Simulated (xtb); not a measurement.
**Run report: CH3NOSZn, geometry relaxation (part 3 of 3)**

CH3NOSZn, SMILES [NH2][Zn][C](=O)S; GFN1-xTB (xtb 6.7.1). The geometry comes from this level: GFN2-xTB.

Geometry of the input (Å):
```
N  -1.0345  1.0694  1.8476
Zn -0.5547  0.7682  0.0799
C  0.5574  -0.6034  -0.9424
O  0.5768  -1.6880  -0.4278
S  1.4919  -0.3150  -2.4329
H  -1.4143  1.9569  2.1471
H  -1.6281  0.3583  2.2573
H  2.0055  -1.5464  -2.5289
```

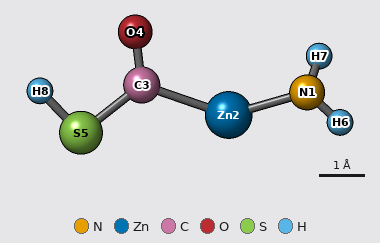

**Figure 1.** The geometry at step 7 of the log (ball-and-stick view, seen on its broad side; atoms are numbered from 1 in the order of the input).

## Log, continued
```
------------------------------------------------------------------------

 ANCopt (total)                0 d,  0 h,  0 min,  0.038 sec
 optimizer setup                ...        0 min,  0.000 sec (  0.099%)
 model hessian                  ...        0 min,  0.000 sec (  0.210%)
 ANC generation                 ...        0 min,  0.000 sec (  0.115%)
 coordinate transformation      ...        0 min,  0.000 sec (  0.061%)
 single point calculation       ...        0 min,  0.037 sec ( 97.671%)
 optimization log               ...        0 min,  0.000 sec (  0.585%)
 hessian update                 ...        0 min,  0.000 sec (  0.066%)
 rational function              ...        0 min,  0.000 sec (  0.675%)

================
 final structure:
================
8
 xtb: 6.7.1
N           -0.99315065404655        1.12827840538087        1.93213826430413
Zn          -0.65678958497969        0.57653064339037        0.12160361885367
C            0.53749449303182       -0.75831058681119       -0.95721976948601
O            0.57703695662516       -1.90207416927379       -0.58380664128805
S            1.48896174885791       -0.22921169244283       -2.32730822096072
H           -1.35662981385040        2.06511418750375        2.04681030704010
H           -1.68119109309812        0.51237716206922        2.34970297961175
H            2.08427794746005       -1.39269394981613       -2.58192053807466

 Bond Distances (Angstroems)
 ---------------------------
N1-Zn2=1.9224        N1-H6=1.0114         N1-H7=1.0135         Zn2-N1=1.9224        Zn2-C3=2.0909        C3-Zn2=2.0909
C3-O4=1.2038         C3-S5=1.7500         O4-C3=1.2038         S5-C3=1.7500         S5-H8=1.3315         H6-N1=1.0114
H7-N1=1.0135         H8-S5=1.3315
 N  H  Rav=1.0124 sigma=0.0010  Rmin=1.0114  Rmax=1.0135     2
 O  C  Rav=1.2038 sigma=0.0000  Rmin=1.2038  Rmax=1.2038     1
 S  H  Rav=1.3315 sigma=0.0000  Rmin=1.3315  Rmax=1.3315     1
 S  C  Rav=1.7500 sigma=0.0000  Rmin=1.7500  Rmax=1.7500     1
 Zn C  Rav=2.0909 sigma=0.0000  Rmin=2.0909  Rmax=2.0909     1
 Zn N  Rav=1.9224 sigma=0.0000  Rmin=1.9224  Rmax=1.9224     1

 selected bond angles (degree)
 --------------------
H6-N1-Zn2=115.82               H7-N1-Zn2=109.42               H7-N1-H6=105.80                C3-Zn2-N1=140.27
O4-C3-Zn2=117.73               S5-C3-Zn2=121.43               S5-C3-O4=120.81                H8-S5-C3= 97.39

 selected dihedral angles (degree)
 ---------------------------------
C3-Zn2-N1-H6=154.70           C3-Zn2-N1-H7=274.12           O4-C3-Zn2-N1= 48.95           S5-C3-Zn2-N1=230.80
H8-S5-C3-Zn2=176.74           H8-S5-C3-O4=358.65
           -------------------------------------------------
          |                Final Singlepoint                |
           -------------------------------------------------

          ...................................................
          :                      SETUP                      :
          :.................................................:
          :  # basis functions                  32          :
          :  # atomic orbitals                  31          :
          :  # shells                           17          :
          :  # electrons                        26          :
          :  # halogen bonds                     0          :
          :  max. iterations                   250          :
          :  Hamiltonian                  GFN1-xTB          :
          :  restarted?                      false          :
          :  GBSA solvation                  false          :
          :  PC potential                    false          :
          :  electronic temp.          300.0000000     K    :
          :  accuracy                    1.0000000          :
          :  -> integral cutoff          0.2500000E+02      :
          :  -> integral neglect         0.1000000E-07      :
          :  -> SCF convergence          0.1000000E-05 Eh   :
          :  -> wf. convergence          0.2000000E-04 e    :
          :  Broyden damping             0.4000000          :
          :  net charge                          0          :
          :  unpaired electrons                  0          :
          ...................................................

 iter      E             dE          RMSdq      gap      omega  full diag
   1    -16.1797484 -0.161797E+02  0.313E-06    2.68       0.0  T
   2    -16.1797484 -0.213163E-13  0.102E-06    2.68   34625.8  T
   3    -16.1797484 -0.142109E-13  0.741E-07    2.68   47717.4  T

   *** convergence criteria satisfied after 3 iterations ***

         #    Occupation            Energy/Eh            Energy/eV
      -------------------------------------------------------------
         1        2.0000           -0.8800440             -23.9472
       ...           ...                  ...                  ...
         7        2.0000           -0.5545661             -15.0905
         8        2.0000           -0.5154077             -14.0250
         9        2.0000           -0.4984311             -13.5630
        10        2.0000           -0.4638347             -12.6216
        11        2.0000           -0.4362634             -11.8713
        12        2.0000           -0.4083700             -11.1123
        13        2.0000           -0.3715385             -10.1101 (HOMO)
        14                         -0.2731862              -7.4338 (LUMO)
        15                         -0.2627208              -7.1490
        16                         -0.1799393              -4.8964
        17                         -0.1552781              -4.2253
        18                         -0.1254926              -3.4148
       ...                                ...                  ...
        31                          0.7009552              19.0740
      -------------------------------------------------------------
                  HL-Gap            0.0983523 Eh            2.6763 eV
             Fermi-level           -0.3223623 Eh           -8.7719 eV

 SCC (total)                   0 d,  0 h,  0 min,  0.002 sec
 SCC setup                      ...        0 min,  0.000 sec (  1.027%)
 Dispersion                     ...        0 min,  0.000 sec (  0.425%)
 classical contributions        ...        0 min,  0.000 sec (  0.187%)
 integral evaluation            ...        0 min,  0.001 sec ( 31.369%)
 iterations                     ...        0 min,  0.000 sec ( 11.215%)
 molecular gradient             ...        0 min,  0.001 sec ( 53.763%)
 printout                       ...        0 min,  0.000 sec (  1.709%)

         :::::::::::::::::::::::::::::::::::::::::::::::::::::
         ::                     SUMMARY                     ::
         :::::::::::::::::::::::::::::::::::::::::::::::::::::
         :: total energy             -16.077625367338 Eh    ::
         :: gradient norm              0.000168512351 Eh/a0 ::
         :: HOMO-LUMO gap              2.676301676459 eV    ::
         ::.................................................::
         :: SCC energy               -16.179748366522 Eh    ::
         :: -> electrostatic           0.075669991168 Eh    ::
         :: repulsion energy           0.104643946139 Eh    ::
         :: dispersion energy         -0.002520946955 Eh    ::
         :: halogen bond corr.         0.000000000000 Eh    ::
         :: add. restraining           0.000000000000 Eh    ::
         :: total charge               0.000000000000 e     ::
         :::::::::::::::::::::::::::::::::::::::::::::::::::::

           -------------------------------------------------
          |                Property Printout                |
           -------------------------------------------------

    * Orbital Energies and Occupations

         #    Occupation            Energy/Eh            Energy/eV
      -------------------------------------------------------------
         1        2.0000           -0.8800440             -23.9472
         2        2.0000           -0.7780963             -21.1731
         3        2.0000           -0.7088732             -19.2894
         4        2.0000           -0.6170976             -16.7921
         5        2.0000           -0.5747865             -15.6407
         6        2.0000           -0.5678652             -15.4524
         7        2.0000           -0.5545661             -15.0905
         8        2.0000           -0.5154077             -14.0250
         9        2.0000           -0.4984311             -13.5630
        10        2.0000           -0.4638347             -12.6216
        11        2.0000           -0.4362634             -11.8713
        12        2.0000           -0.4083700             -11.1123
        13        2.0000           -0.3715385             -10.1101 (HOMO)
        14                         -0.2731862              -7.4338 (LUMO)
        15                         -0.2627208              -7.1490
        16                         -0.1799393              -4.8964
        17                         -0.1552781              -4.2253
        18                         -0.1254926              -3.4148
        19                         -0.0938216              -2.5530
        20                         -0.0785546              -2.1376
        21                         -0.0737964              -2.0081
        22                         -0.0452100              -1.2302
        23                         -0.0303589              -0.8261
        24                         -0.0121817              -0.3315
       ...                                ...                  ...
        31                          0.7009552              19.0740
      -------------------------------------------------------------
                  HL-Gap            0.0983523 Eh            2.6763 eV
             Fermi-level           -0.3223623 Eh           -8.7719 eV

  Mulliken/CM5 charges         n(s)   n(p)   n(d)
     1N    -0.59685 -1.06596   1.507  4.090  0.000
     2Zn    0.37843  0.52290   1.175  0.447  0.000
     3C     0.31984  0.33653   1.165  2.516  0.000
     4O    -0.47966 -0.52902   1.728  4.752  0.000
     5S    -0.16240 -0.24322   1.914  4.246  0.002
     6H     0.18948  0.37288   0.811  0.000  0.000
     7H     0.19428  0.37689   0.806  0.000  0.000
     8H     0.15688  0.22897   0.843  0.000  0.000

Wiberg/Mayer (AO) data.
largest (>0.10) Wiberg bond orders for each atom

 ---------------------------------------------------------------------------
     #   Z sym  total        # sym  WBO       # sym  WBO       # sym  WBO
 ---------------------------------------------------------------------------
     1   7 N    3.038 --     6 H    0.943     7 H    0.935     2 Zn   0.889
                             3 C    0.186
     2  30 Zn   1.759 --     1 N    0.889     3 C    0.618     4 O    0.132
     3   6 C    3.695 --     4 O    1.779     5 S    1.102     2 Zn   0.618
                             1 N    0.186
     4   8 O    2.114 --     3 C    1.779     5 S    0.145     2 Zn   0.132
     5  16 S    2.306 --     3 C    1.102     8 H    0.952     4 O    0.145
     6   1 H    0.968 --     1 N    0.943
     7   1 H    0.967 --     1 N    0.935
     8   1 H    0.984 --     5 S    0.952
 ---------------------------------------------------------------------------

Topologies differ in total number of bonds
Writing topology from bond orders to xtbtopo.mol

 dipole moment from electron density (au)
     X       Y       Z
  -0.8907   1.0527  -0.5259  total (Debye):    3.751

           -------------------------------------------------
          |                Geometry Summary                 |
           -------------------------------------------------

      molecular mass/u    :      142.4832362
   center of mass at/Å    :        0.0394423       0.0547462      -0.4114172
  moments of inertia/u·Å² :        0.7257569E+02   0.4143706E+03   0.4703936E+03
rotational constants/cm⁻¹ :        0.2322766E+00   0.4068250E-01   0.3583729E-01

 * 5 selected distances

     #   Z          #   Z                                           value/Å
     1   7 N        2  30 Zn                                      1.9223945 (max)
     3   6 C        4   8 O                                       1.2038257
     1   7 N        6   1 H                                       1.0113992 (min)
     1   7 N        7   1 H                                       1.0134567
     5  16 S        8   1 H                                       1.3315105

 * 4 distinct bonds (by element types)

   Z      Z             #   av. dist./Å        max./Å        min./Å
   1 H    7 N           2     1.0124279     1.0134567     1.0113992
   6 C    8 O           1     1.2038257     1.2038257     1.2038257
   1 H   16 S           1     1.3315105     1.3315105     1.3315105
   7 N   30 Zn          1     1.9223945     1.9223945     1.9223945

optimized geometry written to: xtbopt.xyz

           -------------------------------------------------
          | TOTAL ENERGY              -16.077625367338 Eh   |
          | GRADIENT NORM               0.000168512351 Eh/α |
          | HOMO-LUMO GAP               2.676301676459 eV   |
           -------------------------------------------------

------------------------------------------------------------------------
------------------------------------------------------------------------
 total:
 *  cpu-time:     0 d,  0 h,  0 min,  0.047 sec
 * ratio c/w:     1.000 speedup
 SCF:
 *  cpu-time:     0 d,  0 h,  0 min,  0.003 sec
 * ratio c/w:     1.000 speedup
 ANC optimizer:
 *  cpu-time:     0 d,  0 h,  0 min,  0.041 sec
 * ratio c/w:     1.000 speedup
```

## File xtbopt.xyz
```
8
 energy: -16.077625367338 gnorm: 0.000168512351 xtb: 6.7.1
N           -0.99315065404655        1.12827840538087        1.93213826430413
Zn          -0.65678958497969        0.57653064339037        0.12160361885367
C            0.53749449303182       -0.75831058681119       -0.95721976948601
O            0.57703695662516       -1.90207416927379       -0.58380664128805
S            1.48896174885791       -0.22921169244283       -2.32730822096072
H           -1.35662981385040        2.06511418750375        2.04681030704010
H           -1.68119109309812        0.51237716206922        2.34970297961175
H            2.08427794746005       -1.39269394981613       -2.58192053807466
```

## Standard error
```
normal termination of xtb
```

## Trajectory as extended XYZ (Å, eV, eV/Å), 15 frames, from step=0 to step=14
```
8
Properties=species:S:1:pos:R:3 step=0 energy=-437.44579
N    -1.0345    1.0694    1.8476
Zn   -0.5547    0.7682    0.0799
C     0.5574   -0.6034   -0.9424
O     0.5768   -1.6880   -0.4278
S     1.4919   -0.3150   -2.4329
H    -1.4143    1.9569    2.1471
H    -1.6281    0.3583    2.2573
H     2.0055   -1.5464   -2.5289
8
Properties=species:S:1:pos:R:3 step=1 energy=-437.46875
N    -1.0197    1.0765    1.8700
Zn   -0.5670    0.7601    0.0837
C     0.5809   -0.6046   -0.9340
O     0.5785   -1.7037   -0.4433
S     1.4899   -0.3144   -2.4263
H    -1.4247    1.9615    2.1408
H    -1.6361    0.3670    2.2466
H     1.9983   -1.5423   -2.5373
8
Properties=species:S:1:pos:R:3 step=2 energy=-437.48686
N    -0.9821    1.0941    1.9207
Zn   -0.5972    0.7402    0.0871
C     0.5745   -0.6317   -0.9545
O     0.5968   -1.7341   -0.4634
S     1.4998   -0.3036   -2.3986
H    -1.4392    1.9766    2.1277
H    -1.6460    0.3858    2.2281
H     1.9934   -1.5272   -2.5471
8
Properties=species:S:1:pos:R:3 step=3 energy=-437.49054
N    -0.9931    1.0972    1.9150
Zn   -0.6014    0.7382    0.0812
C     0.5786   -0.6372   -0.9499
O     0.5876   -1.7430   -0.4675
S     1.4945   -0.3027   -2.4008
H    -1.4320    1.9820    2.1318
H    -1.6402    0.3864    2.2375
H     2.0061   -1.5210   -2.5475
8
Properties=species:S:1:pos:R:3 step=4 energy=-437.49174
N    -0.9951    1.1029    1.9188
Zn   -0.6013    0.7341    0.0813
C     0.5724   -0.6497   -0.9519
O     0.5835   -1.7559   -0.4726
S     1.4898   -0.3002   -2.3988
H    -1.4315    1.9894    2.1311
H    -1.6384    0.3910    2.2435
H     2.0206   -1.5116   -2.5514
8
Properties=species:S:1:pos:R:3 step=5 energy=-437.49235
N    -0.9950    1.1097    1.9245
Zn   -0.6002    0.7264    0.0836
C     0.5663   -0.6652   -0.9531
O     0.5816   -1.7732   -0.4806
S     1.4861   -0.2952   -2.3945
H    -1.4322    1.9984    2.1276
H    -1.6394    0.3988    2.2501
H     2.0328   -1.4997   -2.5577
8
Properties=species:S:1:pos:R:3 step=6 energy=-437.49268
N    -0.9948    1.1151    1.9284
Zn   -0.5999    0.7156    0.0871
C     0.5638   -0.6779   -0.9521
O     0.5827   -1.7897   -0.4900
S     1.4858   -0.2888   -2.3883
H    -1.4318    2.0062    2.1224
H    -1.6434    0.4086    2.2572
H     2.0376   -1.4891   -2.5648
8
Properties=species:S:1:pos:R:3 step=7 energy=-437.49299
N    -0.9953    1.1165    1.9283
Zn   -0.6006    0.7065    0.0901
C     0.5645   -0.6831   -0.9500
O     0.5852   -1.7983   -0.4970
S     1.4870   -0.2842   -2.3838
H    -1.4286    2.0101    2.1182
H    -1.6483    0.4158    2.2622
H     2.0360   -1.4833   -2.5681
8
Properties=species:S:1:pos:R:3 step=8 energy=-437.49329
N    -0.9964    1.1182    1.9277
Zn   -0.6038    0.6925    0.0941
C     0.5646   -0.6905   -0.9480
O     0.5862   -1.8106   -0.5066
S     1.4879   -0.2778   -2.3775
H    -1.4223    2.0166    2.1118
H    -1.6535    0.4259    2.2705
H     2.0374   -1.4744   -2.5720
8
Properties=species:S:1:pos:R:3 step=9 energy=-437.49363
N    -0.9973    1.1200    1.9276
Zn   -0.6105    0.6730    0.0994
C     0.5618   -0.7014   -0.9482
O     0.5866   -1.8260   -0.5187
S     1.4884   -0.2695   -2.3694
H    -1.4112    2.0257    2.1031
H    -1.6608    0.4399    2.2821
H     2.0430   -1.4616   -2.5759
8
Properties=species:S:1:pos:R:3 step=10 energy=-437.49402
N    -0.9968    1.1228    1.9292
Zn   -0.6225    0.6443    0.1066
C     0.5565   -0.7184   -0.9497
O     0.5849   -1.8496   -0.5371
S     1.4878   -0.2576   -2.3580
H    -1.3948    2.0392    2.0889
H    -1.6699    0.4609    2.3000
H     2.0548   -1.4415   -2.5798
8
Properties=species:S:1:pos:R:3 step=11 energy=-437.49429
N    -0.9964    1.1271    1.9313
Zn   -0.6424    0.6006    0.1168
C     0.5445   -0.7455   -0.9546
O     0.5822   -1.8845   -0.5652
S     1.4885   -0.2396   -2.3395
H    -1.3693    2.0586    2.0666
H    -1.6817    0.4939    2.3298
H     2.0746   -1.4106   -2.5852
8
Properties=species:S:1:pos:R:3 step=12 energy=-437.49441
N    -0.9949    1.1277    1.9322
Zn   -0.6462    0.5968    0.1172
C     0.5439   -0.7472   -0.9557
O     0.5801   -1.8868   -0.5693
S     1.4886   -0.2383   -2.3374
H    -1.3687    2.0586    2.0626
H    -1.6790    0.4970    2.3332
H     2.0762   -1.4077   -2.5828
8
Properties=species:S:1:pos:R:3 step=13 energy=-437.49446
N    -0.9940    1.1283    1.9326
Zn   -0.6520    0.5850    0.1199
C     0.5409   -0.7540   -0.9565
O     0.5785   -1.8962   -0.5779
S     1.4883   -0.2332   -2.3321
H    -1.3618    2.0628    2.0541
H    -1.6811    0.5061    2.3423
H     2.0812   -1.3988   -2.5825
8
Properties=species:S:1:pos:R:3 step=14 energy=-437.49447
N    -0.9931    1.1283    1.9321
Zn   -0.6568    0.5765    0.1216
C     0.5375   -0.7583   -0.9572
O     0.5770   -1.9021   -0.5838
S     1.4890   -0.2292   -2.3273
H    -1.3566    2.0651    2.0468
H    -1.6812    0.5124    2.3497
H     2.0843   -1.3927   -2.5819
```

## Summary

| quantity | value |
| --- | --- |
| outcome | converged |
| electrons treated | 26 |
| total energy | −16.077625 hartree |
| dispersion energy | −0.002521 hartree |
| basis functions | 32 |
| HOMO | −10.11 eV |
| LUMO | −7.43 eV |
| dipole moment | 3.75 D |
| hardware | 1 thread of AMD EPYC (Zen 5), 16 GiB of memory available, shared host |
| peak memory | 0.075 GiB |
